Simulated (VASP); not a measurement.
# GaN with AM05: from relaxation to properties, part 2 of 8

Aim: relax GaN with AM05, compute its properties on that cell and hold them against experiment. The start is a cell from a database of measured crystal structures.

VASP 6.6.1, plane waves and PAW; the level of theory is named at each step.

So far, gap on the k-mesh (eV): step 2 (relaxing cell and atoms (AM05)) 2.02. The relaxed cell has a = 3.180, c = 5.177 Å (conventional setting).

The database entry behind the starting cell differs from later determinations by our own check (thin film, about 0.3 % long), so it need not match the best structure at ambient conditions.

**3. Second relaxation**

Level of this step: AM05; plane waves and PAW (Ga_d, N) (VASP).

A relaxation keeps the plane waves of the cell it began with, so it is repeated from the new cell, on a basis made for it.

Input file INCAR:

```
SYSTEM = GaN
PREC = Accurate
ENCUT = 520
EDIFF = 1E-06
NELM = 100
ISMEAR = 0
SIGMA = 0.05
LREAL = .FALSE.
ALGO = Normal
GGA = AM
NBANDS = 24
LORBIT = 11
LWAVE = .FALSE.
LCHARG = .FALSE.
KPAR = 4
IBRION = 2
NSW = 60
ISIF = 3
EDIFFG = -0.01
```

Input file POSCAR:

```
GaN
1.0
    3.1804015281      0.0000000000      0.0000000000
   -1.5902007640      2.7543085176      0.0000000000
    0.0000000000      0.0000000000      5.1773553217
Ga N
2 2
Direct
    0.6666666667      0.3333333333      0.5915912693
    0.3333333333      0.6666666667      0.0915912693
    0.6666666667      0.3333333333      0.9684087307
    0.3333333333      0.6666666667      0.4684087307
```

Input file KPOINTS:

```
Automatic mesh
0
Gamma
8 8 5
0 0 0
```

Potentials, in the order of the species: Ga_d and N (PBE family, release 64).

The run is started by

```
> mpirun -np 4 vasp_std
```

The program printed:

```text
[banner, memory and clock lines left out]
running    4 mpi-ranks, on    1 nodes
 distrk:  each k-point on    1 cores,    4 groups
 distr:  one band on    1 cores,    1 groups

 POSCAR found type information on POSCAR GaN
 POSCAR found :  2 types and       4 ions
 [... a notice as in an earlier step ...]

 LDA part: xc-table for (Slater+PW92), standard interpolation
 POSCAR, INCAR and KPOINTS ok, starting setup
 FFT: planning ... GRIDC
 FFT: planning ... GRID_SOFT
 FFT: planning ... GRID
 WAVECAR not read
 entering main loop
       N       E                     dE             d eps       ncg     rms          rms(c)
DAV:   1     0.266976885648E+03    0.26698E+03   -0.18128E+04  1576   0.278E+03
DAV:   2     0.398432001608E+01   -0.26299E+03   -0.25122E+03  1584   0.515E+02
DAV:   3    -0.279908635550E+02   -0.31975E+02   -0.31700E+02  1728   0.144E+02
DAV:   4    -0.289172723679E+02   -0.92641E+00   -0.92513E+00  1848   0.274E+01
DAV:   5    -0.289344932629E+02   -0.17221E-01   -0.17218E-01  1664   0.340E+00    0.102E+01
DAV:   6    -0.253410309072E+02    0.35935E+01   -0.10753E+01  2488   0.517E+01    0.313E+00
DAV:   7    -0.254189249458E+02   -0.77894E-01   -0.14234E+00  1536   0.896E+00    0.269E+00
DAV:   8    -0.254105255394E+02    0.83994E-02   -0.22810E-01  2456   0.674E+00    0.101E+00
DAV:   9    -0.253871332587E+02    0.23392E-01   -0.90490E-02  2488   0.505E+00    0.316E-01
DAV:  10    -0.253881536969E+02   -0.10204E-02   -0.48594E-03  1656   0.676E-01    0.883E-02
DAV:  11    -0.253879838639E+02    0.16983E-03   -0.15022E-03  2256   0.700E-01    0.354E-02
DAV:  12    -0.253879989169E+02   -0.15053E-04   -0.16515E-04  1544   0.943E-02    0.304E-02
DAV:  13    -0.253880015012E+02   -0.25844E-05   -0.92901E-05  2184   0.126E-01    0.287E-02
DAV:  14    -0.253879987039E+02    0.27973E-05   -0.16419E-05  2048   0.409E-02    0.127E-02
DAV:  15    -0.253879986110E+02    0.92899E-07   -0.11151E-06  1312   0.764E-03
   1 F= -.25387999E+02 E0= -.25387999E+02  d E =-.253880E+02
 curvature:   0.00 expect dE= 0.000E+00 dE for cont linesearch  0.000E+00
 trial: gam= 0.00000 g(F)=  0.101E-06 g(S)=  0.211E-04 ort = 0.000E+00 (trialstep = 0.100E+01)
 search vector abs. value=  0.212E-04
 reached required accuracy - stopping structural energy minimisation
```

Wall time 16 s (4 MPI ranks of AMD EPYC 7R43, shared host); peak memory 0.52 GiB; 48 s of CPU time.

From OUTCAR (step 3):

```text
  LATTYP: Found a hexagonal cell.
 ALAT       =     3.1804015281
 C/A-ratio  =     1.6278936090

 Found     30 irreducible k-points:

   ENCUT  =  520.0 eV  38.22 Ry    6.18 a.u.   5.91  5.91  9.63*2*pi/ulx,y,z

   NELECT =      36.0000    total number of electrons

 E-fermi :   5.6032

 k-point     1 :       0.0000    0.0000    0.0000
  band No.  band energies     occupation
    ...
     14       4.2560      2.00000
     15       4.2560      2.00000
     16       5.2728      2.00000
     17       5.3098      2.00000
     18       5.3098      2.00000
     19       7.3254      0.00000
     20       9.5952      0.00000
     21      14.5195      0.00000
     22      15.1692      0.00000
     23      15.1692      0.00000
    ...

 k-point     2 :       0.1250   -0.0000    0.0000
  band No.  band energies     occupation
    ...
     14       3.1887      2.00000
     15       3.9413      2.00000
     16       4.1641      2.00000
     17       5.1132      2.00000
     18       5.1680      2.00000
     19       8.3486      0.00000
     20      10.4571      0.00000
     21      13.9266      0.00000
     22      14.4307      0.00000
     23      15.5547      0.00000
    ...

  Total       -0.0219128     -0.0219128      0.0280413     -0.0000000      0.0000000      0.0000000
  in kB       -0.7741150     -0.7741150      0.9906182     -0.0000000      0.0000000      0.0000000
  external PRESSURE =      -0.1858706 kB  Pullay stress =       0.0000000 kB

  energy-cutoff  :      520.00
  volume of cell :       45.35
      direct lattice vectors                 reciprocal lattice vectors
     3.180401528  0.000000000  0.000000000     0.314425707  0.181533767  0.000000000
    -1.590200764  2.754308518  0.000000000     0.000000000  0.363067534  0.000000000
     0.000000000  0.000000000  5.177355322     0.000000000  0.000000000  0.193148806

 POSITION                                       TOTAL-FORCE (eV/Angst)
 -----------------------------------------------------------------------------------
      1.59020      0.91810      3.06288        -0.000000      0.000000     -0.000724
     -0.00000      1.83621      0.47420         0.000000     -0.000000     -0.000724
      1.59020      0.91810      5.01380         0.000000     -0.000000      0.000724
     -0.00000      1.83621      2.42512        -0.000000      0.000000      0.000724
 -----------------------------------------------------------------------------------
    total drift:                               -0.000001     -0.000002      0.001362

  FREE ENERGIE OF THE ION-ELECTRON SYSTEM (eV)
  ---------------------------------------------------
  free  energy   TOTEN  =       -25.3879986110 eV

  energy  without entropy=      -25.3879986110  energy(sigma->0) =      -25.38799861

 total charge
# of ion       s       p       d       tot
------------------------------------------
    1        0.792   0.915  10.187  11.894
    2        0.792   0.915  10.187  11.894
    3        1.216   2.517   0.000   3.733
    4        1.216   2.517   0.000   3.733
--------------------------------------------------
tot          4.015   6.864  20.374  31.253

[... 5 parts as in an earlier step ...]

[... 7 further parts left out ...]
```

CONTCAR:

```
GaN
   1.00000000000000
     3.1804015281000000    0.0000000000000000    0.0000000000000000
    -1.5902007640000000    2.7543085176000002    0.0000000000000000
     0.0000000000000000    0.0000000000000000    5.1773553217000003
  Ga              N
     2     2
Direct
     0.6666666667000030    0.3333333332999970    0.5915912692999967
     0.3333333332999970    0.6666666667000030    0.0915912692999967
     0.6666666667000030    0.3333333332999970    0.9684087306999984
     0.3333333332999970    0.6666666667000030    0.4684087306999984
```

Little changed from the start: no atom moved by 0.005 Å and no cell edge by 0.1 %.

Numbers from this step:

```yaml
fermi_energy: 5.603 eV
pressure: -0.01859 GPa
scf_cycles_over_all_ionic_steps: 15
gap_on_the_k_mesh: 2.016 eV
least_direct_gap_on_the_k_mesh: 2.016 eV
```

It ends with a largest force of 0.001 eV/Å and a pressure of -0.02 GPa. The volume moved by under 0.01 %: the run met its threshold at the first step.

**4. Single point with fields (AM05)**

A single point on the relaxed cell gives a clean self-consistent state, with density, ELF and potential written out.

INCAR: that of step 3 with these lines changed.

```diff
@@ -13,7 +13,5 @@
 LWAVE = .FALSE.
-LCHARG = .FALSE.
-KPAR = 4
-IBRION = 2
-NSW = 60
-ISIF = 3
-EDIFFG = -0.01
+LCHARG = .TRUE.
+ISIF = 2
+LELF = .TRUE.
+LVHAR = .TRUE.
```

POSCAR is that of step 3.

KPOINTS is that of step 3.

The run is started by

```
> mpirun -np 4 vasp_std
```

The program printed:

```text
[banner, memory and clock lines left out]
running    4 mpi-ranks, on    1 nodes
 distrk:  each k-point on    4 cores,    1 groups
 distr:  one band on    1 cores,    4 groups

 POSCAR found type information on POSCAR GaN
 POSCAR found :  2 types and       4 ions
 [... a notice as in an earlier step ...]

 LDA part: xc-table for (Slater+PW92), standard interpolation
 POSCAR, INCAR and KPOINTS ok, starting setup
 FFT: planning ... GRIDC
 FFT: planning ... GRID_SOFT
 FFT: planning ... GRID
 WAVECAR not read
 entering main loop
       N       E                     dE             d eps       ncg     rms          rms(c)
DAV:   1     0.266976885646E+03    0.26698E+03   -0.18128E+04  1576   0.278E+03
DAV:   2     0.398432001612E+01   -0.26299E+03   -0.25122E+03  1584   0.515E+02
[... 1 cycle as in an earlier step ...]
DAV:   4    -0.289172723680E+02   -0.92641E+00   -0.92513E+00  1848   0.274E+01
DAV:   5    -0.289344932630E+02   -0.17221E-01   -0.17218E-01  1664   0.340E+00    0.102E+01
[... 1 cycle as in an earlier step ...]
DAV:   7    -0.254189249459E+02   -0.77894E-01   -0.14234E+00  1536   0.896E+00    0.269E+00
DAV:   8    -0.254105255397E+02    0.83994E-02   -0.22810E-01  2456   0.674E+00    0.101E+00
DAV:   9    -0.253871332589E+02    0.23392E-01   -0.90490E-02  2488   0.505E+00    0.316E-01
DAV:  10    -0.253881536970E+02   -0.10204E-02   -0.48594E-03  1656   0.676E-01    0.883E-02
[... 1 cycle as in an earlier step ...]
DAV:  12    -0.253879989171E+02   -0.15053E-04   -0.16515E-04  1544   0.943E-02    0.304E-02
DAV:  13    -0.253880015014E+02   -0.25844E-05   -0.92901E-05  2184   0.126E-01    0.287E-02
DAV:  14    -0.253879987040E+02    0.27974E-05   -0.16419E-05  2048   0.409E-02    0.127E-02
DAV:  15    -0.253879986112E+02    0.92828E-07   -0.11151E-06  1312   0.764E-03
   1 F= -.25387999E+02 E0= -.25387999E+02  d E =-.199961E-18
```

The job ended after 16 s (4 MPI ranks; peak memory 0.34 GiB; 48 s of CPU time).

From OUTCAR (step 4):

```text
 Found     30 irreducible k-points:

   NELECT =      36.0000    total number of electrons

 E-fermi :   5.6032

  Total       -0.0219128     -0.0219128      0.0280413     -0.0000000      0.0000000      0.0000000
  in kB       -0.7741161     -0.7741161      0.9906178     -0.0000000      0.0000000      0.0000000
  external PRESSURE =      -0.1858715 kB  Pullay stress =       0.0000000 kB

 POSITION                                       TOTAL-FORCE (eV/Angst)
 -----------------------------------------------------------------------------------
      1.59020      0.91810      3.06288        -0.000000      0.000000     -0.000724
     -0.00000      1.83621      0.47420         0.000000     -0.000000     -0.000724
      1.59020      0.91810      5.01380        -0.000000      0.000000      0.000724
     -0.00000      1.83621      2.42512         0.000000      0.000000      0.000724
 -----------------------------------------------------------------------------------
    total drift:                               -0.000001     -0.000002      0.001362

  FREE ENERGIE OF THE ION-ELECTRON SYSTEM (eV)
  ---------------------------------------------------
  free  energy   TOTEN  =       -25.3879986112 eV

  energy  without entropy=      -25.3879986112  energy(sigma->0) =      -25.38799861

[... 17 parts as in an earlier step ...]
```

Numbers from this step:

* SCF cycles: 15

Valence electrons inside each PAW sphere by angular momentum. Sphere charges, by row:

```csv
atom,s (e),p (e),d (e),tot (e)
Ga1,0.792,0.915,10.19,11.89
Ga2,0.792,0.915,10.19,11.89
N3,1.216,2.517,0,3.733
N4,1.216,2.517,0,3.733
```

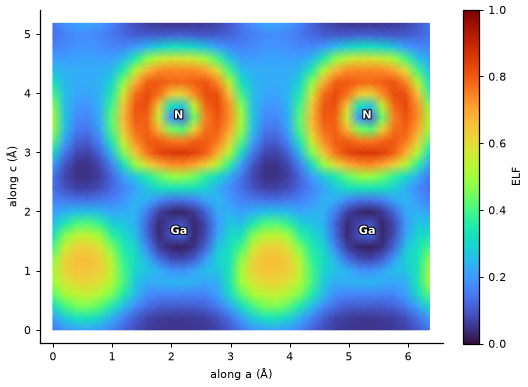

ELF in the ac plane at fractional y = 0.333, with atoms of Ga and N within 0.2 Å of it. It is the smooth field of the valence electrons, not physical close to the nuclei. The map starts off the cell's origin, so that atoms lie inside it.

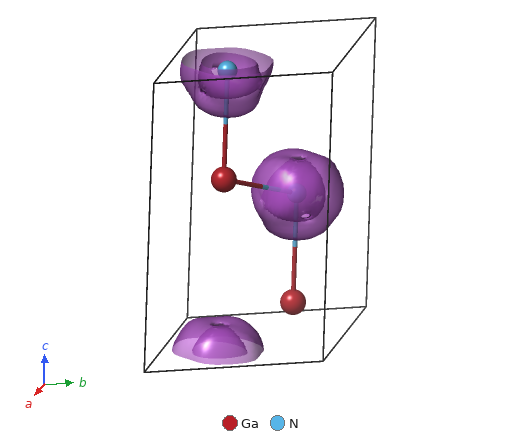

Surface of ELF = 0.78.

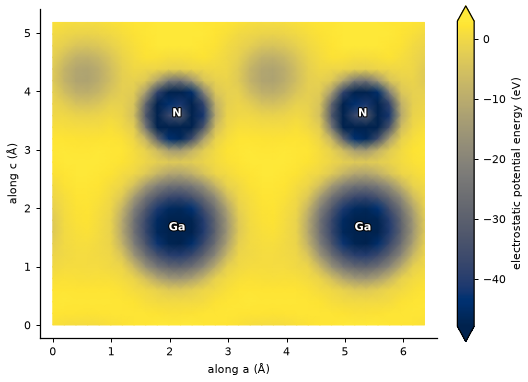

Electrostatic potential energy in the ac plane at fractional y = 0.333, with atoms of Ga and N within 0.2 Å of it. With pseudopotentials it is smooth inside the atoms' cores, unlike the true potential. The map starts off the cell's origin, so that atoms lie inside it.

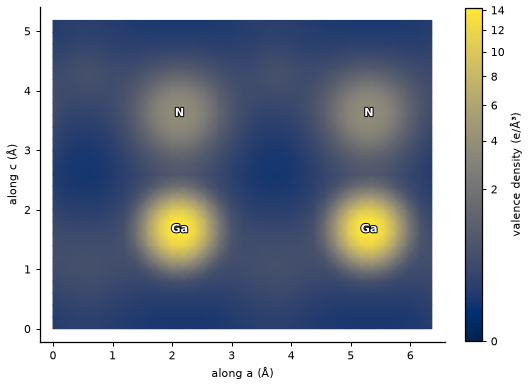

Valence density in the ac plane at fractional y = 0.333, with atoms of Ga and N within 0.2 Å of it. It is the smooth field of the valence electrons, not physical close to the nuclei. The map starts off the cell's origin, so that atoms lie inside it. The colour scale is stretched toward low values.

In this run the pressure is -0.02 GPa, small enough to go on.

**5. Band structure (AM05)**

The mesh alone shows little of the dispersion and can miss band extrema, so KPOINTS_OPT adds a path through the symmetry points after the self-consistent cycle.

Input file INCAR:

```
SYSTEM = GaN
PREC = Accurate
ENCUT = 520
EDIFF = 1E-06
NELM = 100
ISMEAR = 0
SIGMA = 0.05
LREAL = .FALSE.
ALGO = Normal
GGA = AM
NBANDS = 32
LORBIT = 11
LWAVE = .FALSE.
LCHARG = .FALSE.
KPAR = 4
```

POSCAR is that of step 4.

KPOINTS is that of step 4.

Input file KPOINTS_OPT:

```
Line mode
16
Line-mode
Reciprocal
  0.00000000   0.00000000   0.00000000 GAMMA
  0.50000000   0.00000000   0.00000000 M

  0.50000000   0.00000000   0.00000000 M
  0.33333333   0.33333333   0.00000000 K

  0.33333333   0.33333333   0.00000000 K
  0.00000000   0.00000000   0.00000000 GAMMA

  0.00000000   0.00000000   0.00000000 GAMMA
  0.00000000   0.00000000   0.50000000 A

  0.00000000   0.00000000   0.50000000 A
  0.50000000   0.00000000   0.50000000 L

  0.50000000   0.00000000   0.50000000 L
  0.33333333   0.33333333   0.50000000 H

  0.33333333   0.33333333   0.50000000 H
  0.00000000   0.00000000   0.50000000 A

  0.50000000   0.00000000   0.50000000 L
  0.50000000   0.00000000   0.00000000 M

  0.33333333   0.33333333   0.00000000 K
  0.33333333   0.33333333   0.50000000 H
```

The run is started by

```
> mpirun -np 4 vasp_std
```

The program printed:

```text
[... set-up lines as in an earlier step ...]
 entering main loop
       N       E                     dE             d eps       ncg     rms          rms(c)
DAV:   1     0.306308417522E+03    0.30631E+03   -0.16251E+04  2328   0.210E+03
DAV:   2     0.143699923819E+02   -0.29194E+03   -0.26543E+03  1936   0.502E+02
DAV:   3    -0.275383390059E+02   -0.41908E+02   -0.41211E+02  2240   0.131E+02
DAV:   4    -0.289123764533E+02   -0.13740E+01   -0.13722E+01  2192   0.267E+01
DAV:   5    -0.289345213881E+02   -0.22145E-01   -0.22144E-01  2360   0.340E+00    0.102E+01
DAV:   6    -0.253789756882E+02    0.35555E+01   -0.58678E+00  3224   0.388E+01    0.327E+00
DAV:   7    -0.254179039265E+02   -0.38928E-01   -0.98346E-01  2080   0.641E+00    0.264E+00
DAV:   8    -0.254083589254E+02    0.95450E-02   -0.14581E-01  2928   0.345E+00    0.146E+00
DAV:   9    -0.253874107154E+02    0.20948E-01   -0.35072E-02  2920   0.273E+00    0.441E-01
DAV:  10    -0.253880795022E+02   -0.66879E-03   -0.62438E-03  2168   0.432E-01    0.235E-01
DAV:  11    -0.253880058204E+02    0.73682E-04   -0.35877E-04  2640   0.371E-01    0.116E-01
DAV:  12    -0.253879998849E+02    0.59355E-05   -0.47694E-05  2384   0.480E-02    0.926E-02
DAV:  13    -0.253880037265E+02   -0.38415E-05   -0.66036E-05  2424   0.481E-02    0.747E-02
DAV:  14    -0.253879986777E+02    0.50488E-05   -0.81725E-06  2368   0.242E-02    0.240E-02
DAV:  15    -0.253879984252E+02    0.25249E-06   -0.16754E-06  1984   0.665E-03
   1 F= -.25387998E+02 E0= -.25387998E+02  d E =-.102530E-11
 Start KPOINTS_OPT (optional k-point list driver)
k-point batch [1-30\144]
       N       E                     dE             ncg
DAV:   1     0.439210637784E+04   -0.26848E+05     2456
DAV:   2    -0.382622953237E+04   -0.82183E+04     1920
DAV:   3    -0.498407575900E+04   -0.11578E+04     2280
DAV:   4    -0.502005965400E+04   -0.35984E+02     2208
DAV:   5    -0.502061341046E+04   -0.55376E+00     2376
DAV:   6    -0.502063605979E+04   -0.22649E-01     2680
DAV:   7    -0.502063644870E+04   -0.38891E-03     2496
DAV:   8    -0.502063645511E+04   -0.64152E-05     1824
DAV:   9    -0.502063645534E+04   -0.22319E-06     1528
[...]
k-point batch [121-144\144]
       N       E                     dE             ncg
DAV:   1     0.121395587288E+05   -0.32385E+05     1856
DAV:   2     0.551286980472E+04   -0.66267E+04     1560
DAV:   3     0.457695766948E+04   -0.93591E+03     1816
DAV:   4     0.454825775515E+04   -0.28700E+02     1784
DAV:   5     0.454783422570E+04   -0.42353E+00     1920
DAV:   6     0.454781874557E+04   -0.15480E-01     2128
DAV:   7     0.454781840036E+04   -0.34520E-03     2016
DAV:   8     0.454781839868E+04   -0.16846E-05     1464
DAV:   9     0.454781839851E+04   -0.16848E-06     1240
```

It took 58 s on 4 MPI ranks; peak memory 0.68 GiB.

Parts of OUTCAR (step 5):

```text
   k-points           NKPTS =     30   k-points in BZ     NKDIM =     30   number of bands    NBANDS=     32

   NELECT =      36.0000    total number of electrons

 E-fermi :   5.5279

 k-point     1 :       0.0000    0.0000    0.0000
  band No.  band energies     occupation
    ...
     14       4.2563      2.00000
     15       4.2563      2.00000
     16       5.2731      2.00000
     17       5.3101      2.00000
     18       5.3101      2.00000
     19       7.3254      0.00000
     20       9.5952      0.00000
     21      14.5195      0.00000
     22      15.1692      0.00000
     23      15.1692      0.00000
    ...

  Total       -0.0187441     -0.0187441      0.0314772     -0.0000000      0.0000000      0.0000000
  in kB       -0.6621748     -0.6621748      1.1119978     -0.0000000      0.0000000      0.0000000
  external PRESSURE =      -0.0707839 kB  Pullay stress =       0.0000000 kB

 POSITION                                       TOTAL-FORCE (eV/Angst)
 -----------------------------------------------------------------------------------
      1.59020      0.91810      3.06288         0.000000     -0.000000     -0.000692
     -0.00000      1.83621      0.47420        -0.000000      0.000000     -0.000692
      1.59020      0.91810      5.01380        -0.000000      0.000000      0.000692
     -0.00000      1.83621      2.42512         0.000000     -0.000000      0.000692
 -----------------------------------------------------------------------------------
    total drift:                               -0.000001     -0.000002      0.001365

  FREE ENERGIE OF THE ION-ELECTRON SYSTEM (eV)
  ---------------------------------------------------
  free  energy   TOTEN  =       -25.3879984252 eV

  energy  without entropy=      -25.3879984252  energy(sigma->0) =      -25.38799843

[... 8 parts as in an earlier step ...]

[... 8 further parts left out ...]
```

Spin-orbit coupling is off here; it would split degenerate levels.

This step gave:

```yaml
bands: 32
fermi_energy: 5.528 eV
pressure: -0.007078 GPa
least_gap_on_mesh_and_path: 2.015 eV
least_direct_gap_on_mesh_and_path: 2.015 eV
```

The electronic bands at the labelled points (eV, zero at the valence-band top; v1 is the highest filled band, c1 the lowest empty one):

```csv
point,v4,v3,v2,v1,c1,c2,c3,c4
Γ,-1.05,-0.04,0.00,0.00,2.02,4.28,9.21,9.86
M,-4.27,-2.79,-2.25,-1.02,5.02,5.59,6.03,8.65
K,-5.37,-3.03,-3.03,-2.77,5.10,7.86,7.86,8.41
Γ,-1.05,-0.04,0.00,0.00,2.02,4.28,9.21,9.86
A,-0.54,-0.54,-0.54,-0.54,4.31,4.31,8.45,8.45
L,-1.98,-1.98,-1.92,-1.92,4.39,4.39,7.76,7.76
H,-4.26,-4.26,-1.50,-1.50,6.42,6.42,7.30,7.30
A,-0.54,-0.54,-0.54,-0.54,4.31,4.31,8.45,8.45
jump to L,-1.98,-1.98,-1.92,-1.92,4.39,4.39,7.76,7.76
M,-4.27,-2.79,-2.25,-1.02,5.02,5.59,6.03,8.65
jump to K,-5.37,-3.03,-3.03,-2.77,5.10,7.86,7.86,8.41
H,-4.26,-4.26,-1.50,-1.50,6.42,6.42,7.30,7.30
```

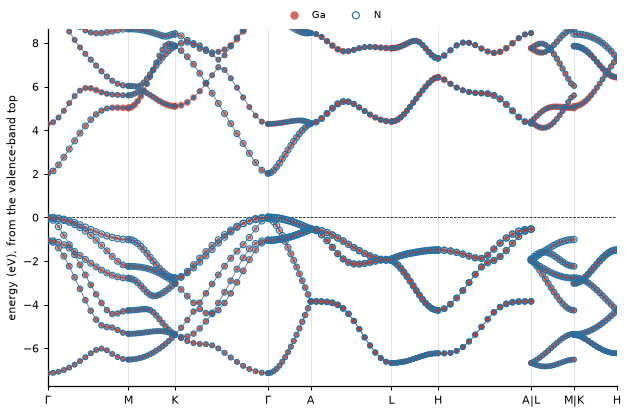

Electronic bands along the path; dots are coloured as in the legend, and their area grows with the weight.

The path finds the gap of the mesh within 0.02 eV, so the mesh comes close to both band edges.

(Part 2 of 8 ends here.)

[Lines on the potential files, build, host, timing and source positions are cut from VASP's logs without a mark.]

[Logs are printed without paths, hosts, clocks, repeated set-up lines and the standing remarks that a program may print on its own settings, such as how far it seeks lower states.]

[Hosts, paths, dates, database ids (printed as entryN), source tags and the programs' standing remarks are cut or masked in the printed files.]

[Measured values are set beside computed ones only where the two were judged alike; some that the calculation misses by far are left out.]
